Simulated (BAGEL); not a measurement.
# AlH2OF3 (SMILES [OH2+][Al-]([F])([F])[F]): HF/6-31G(d) (density fitting with qzvpp-jkfit, spherical functions)

What is the energy change on altering one bond length of AlH2OF3 at HF/6-31G* (density fitting with qzvpp-jkfit, spherical functions)? 

Program for the calculation: BAGEL 1.2.2.

1 further run of the same task is left out (set aside as unsound or not needed).

### Step 1. The molecule

AlH2OF3: 7 atoms, total charge 0, spin state singlet. As SMILES, `[OH2+][Al-]([F])([F])[F]`. The shape is that of a PBE0-D4/def2-TZVP optimisation.

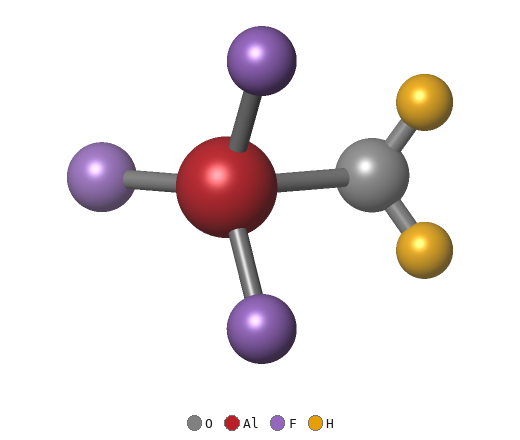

The structure, seen from a chosen angle (oxygen grey, aluminium red, fluorine purple, hydrogen amber).

### Step 2. A single-point energy at HF/6-31G(d) (density fitting with qzvpp-jkfit, spherical functions)

Input file job.json:

```json
{ "bagel" : [

{
  "title" : "molecule",
  "basis" : "6-31gs.json",
  "df_basis" : "qzvpp-jkfit",
  "angstrom" : true,
  "geometry" : [
    { "atom" : "O", "xyz" : [   -0.871000,    0.586100,    0.358000 ] },
    { "atom" : "Al", "xyz" : [    0.496000,   -0.551000,   -0.409900 ] },
    { "atom" : "F", "xyz" : [    0.962500,   -1.255200,    1.013300 ] },
    { "atom" : "F", "xyz" : [   -0.290400,   -1.501300,   -1.496900 ] },
    { "atom" : "F", "xyz" : [    1.430100,    0.675100,   -1.012400 ] },
    { "atom" : "H", "xyz" : [   -0.962400,    0.456200,    1.310000 ] },
    { "atom" : "H", "xyz" : [   -0.703600,    1.522000,    0.192000 ] }
  ]
},
{
  "title" : "hf"
},
{
  "title" : "print",
  "file" : "orbitals.molden",
  "orbitals" : true
}

]}
```

The basis set 6-31G* is read from a file made from the Basis Set Exchange's data (not shown).

Started as:

```bash
BAGEL_NUM_THREADS=1 BAGEL job.json > job.out
```

The log of the run:

```text
* using 1 threads per process

  ===============================================================
  ===============================================================

  *** Geometry ***

  { "atom" : "O", "xyz" : [     -1.645951,      1.107568,      0.676522 ] },
  { "atom" : "Al", "xyz" : [      0.937304,     -1.041239,     -0.774599 ] },
  { "atom" : "F", "xyz" : [      1.818861,     -2.371984,      1.914859 ] },
  { "atom" : "F", "xyz" : [     -0.548776,     -2.837046,     -2.828731 ] },
  { "atom" : "F", "xyz" : [      2.702497,      1.275754,     -1.913159 ] },
  { "atom" : "H", "xyz" : [     -1.818672,      0.862093,      2.475541 ] },
  { "atom" : "H", "xyz" : [     -1.329611,      2.876163,      0.362827 ] },

  Number of auxiliary basis functions:      472

  Since a DF basis is specified, we compute 2- and 3-index integrals:
    o Being stored without compression. Storage requirement is 0.023 GB

  Number of basis functions:       78
  Number of electrons      :       50

    * METHOD: MOLECULE                             0.19

  *** RHF ***

  === Nuclear Repulsion ===
   252.1743208248

      * DIIS with orbital gradients will be used.

  === RHF iteration (6-31gs.json) ===
      0       -616.12244489          0.02892424           0.06
      1       -616.37697198          0.01758155           0.06
      2       -616.50748013          0.00099937           0.06
      3       -616.50807805          0.00032175           0.06
      4       -616.50812250          0.00008443           0.06
      5       -616.50812729          0.00002026           0.06
      6       -616.50812765          0.00000369           0.06
      7       -616.50812767          0.00000070           0.06
      8       -616.50812767          0.00000026           0.06
      9       -616.50812767          0.00000010           0.06
     10       -616.50812767          0.00000002           0.06
     11       -616.50812767          0.00000001           0.06
    * SCF iteration converged.

    * Permanent dipole moment:
           (    1.087768,    -1.508557,    -1.186534) a.u.

    * METHOD: HF                                   0.83

    * METHOD: PRINT                                0.01

  ===============================================================
```

Run time: 1.2 s. Hardware: 1 thread of Arm Neoverse V2, shared host.

### Step 3. The distorted shape, same level

Input file job.json:

```json
{ "bagel": [

{
  "title": "molecule",
  "basis": "6-31gs.json",
  "df_basis": "qzvpp-jkfit",
  "angstrom": true,
  "geometry": [
    { "atom": "O", "xyz": [      -0.896109,       0.445721,       0.382899 ] },
    { "atom": "Al", "xyz": [       0.470891,      -0.691379,      -0.385001 ] },
    { "atom": "F", "xyz": [       0.937391,      -1.395579,       1.038199 ] },
    { "atom": "F", "xyz": [      -0.315509,      -1.641679,      -1.472001 ] },
    { "atom": "F", "xyz": [       1.404991,       0.534721,      -0.987501 ] },
    { "atom": "H", "xyz": [      -0.987509,       0.315821,       1.334899 ] },
    { "atom": "H", "xyz": [      -0.703600,       1.522000,       0.192000 ] }
  ]
},

{ "title": "hf" },

{ "title": "print", "file": "orbitals.molden", "orbitals": true }

]}
```

The basis set 6-31G* is read from a file made from the Basis Set Exchange's data (not shown).

Started as:

```bash
BAGEL_NUM_THREADS=1 BAGEL job.json > job.out
```

The log of the run:

```text
* using 1 threads per process

  ===============================================================
  ===============================================================

  *** Geometry ***

  { "atom" : "O", "xyz" : [     -1.693401,      0.842291,      0.723574 ] },
  { "atom" : "Al", "xyz" : [      0.889855,     -1.306517,     -0.727546 ] },
  { "atom" : "F", "xyz" : [      1.771412,     -2.637262,      1.961912 ] },
  { "atom" : "F", "xyz" : [     -0.596226,     -3.102324,     -2.781679 ] },
  { "atom" : "F", "xyz" : [      2.655048,      1.010476,     -1.866106 ] },
  { "atom" : "H", "xyz" : [     -1.866122,      0.596815,      2.522594 ] },
  { "atom" : "H", "xyz" : [     -1.329611,      2.876163,      0.362827 ] },

  Number of auxiliary basis functions:      472

  Since a DF basis is specified, we compute 2- and 3-index integrals:
    o Being stored without compression. Storage requirement is 0.023 GB

  Number of basis functions:       78
  Number of electrons      :       50

    * METHOD: MOLECULE                             0.19

  *** RHF ***

  === Nuclear Repulsion ===
   251.3685763671

      * DIIS with orbital gradients will be used.

  === RHF iteration (6-31gs.json) ===
      0       -616.09964311          0.02904356           0.06
      1       -616.35573625          0.01778703           0.06
      2       -616.48953251          0.00101763           0.06
      3       -616.49024427          0.00024538           0.06
      4       -616.49027908          0.00009221           0.06
      5       -616.49028457          0.00002733           0.06
      6       -616.49028518          0.00000452           0.06
      7       -616.49028520          0.00000097           0.06
      8       -616.49028520          0.00000042           0.06
      9       -616.49028520          0.00000015           0.06
     10       -616.49028520          0.00000003           0.06
     11       -616.49028520          0.00000001           0.06
     12       -616.49028520          0.00000000           0.06
    * SCF iteration converged.

    * Permanent dipole moment:
           (    1.074792,    -1.629392,    -1.164464) a.u.

    * METHOD: HF                                   0.90

    * METHOD: PRINT                                0.01

  ===============================================================
```

Wall time 1.3 s (1 thread of Arm Neoverse V2, shared host).

### Step 4. What came out

Level: HF/6-31G* (density fitting with qzvpp-jkfit, spherical functions).

| quantity | value |
| --- | --- |
| first shape: total energy | -616.50813 Eh |
| first shape: dipole moment | 5.61 D |
| first shape: HOMO energy | -15.75 eV |
| first shape: LUMO energy | 2.96 eV |
| first shape: HOMO–LUMO gap | 18.70 eV |
| distorted shape: total energy | -616.49029 Eh |
| distorted shape: dipole moment | 5.78 D |
| distorted shape: HOMO energy | -15.70 eV |
| distorted shape: LUMO energy | 2.47 eV |
| distorted shape: HOMO–LUMO gap | 18.17 eV |
| energy change with the O1–H7 bond stretched from 0.965 to 1.110 Å | 0.486 eV |

With the O1–H7 bond stretched from 0.965 to 1.110 Å the energy rises by 0.49 eV (11.2 kcal/mol). The first shape isn't relaxed at this level, so the change isn't measured from a minimum.
